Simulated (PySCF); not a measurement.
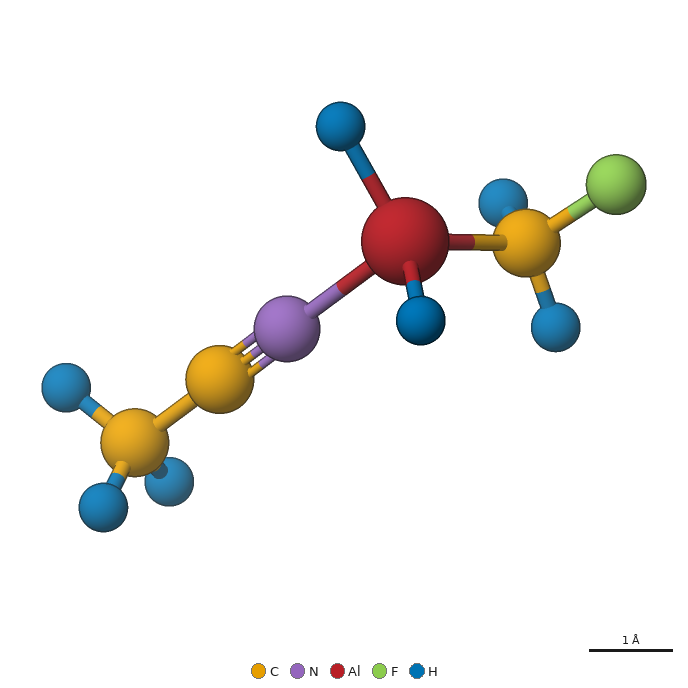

Ball-and-stick drawing of a structure. Multiple sticks mark multiple bonds (one Kekulé form).

Computed geometry: PBE0-D3(BJ)/def2-SVP optimisation. No frequency run is at hand to confirm it as a minimum.

Count the atoms of each element.

Answer. C₃H₇AlFN, 13 atoms: 3 carbon, 7 hydrogen, 1 aluminium, 1 fluorine and 1 nitrogen.

Give a SMILES string for it.

Answer. CC#[N+][AlH2-][CH2]F

Name some functional groups or characteristic bonds that it holds.

Answer. Among them: C–F bond.

Count the bonded pairs by element.

Answer. 5 C–H, 2 Al–H, 1 C–C, 1 C–N, 1 Al–N, 1 C–Al, 1 C–F.
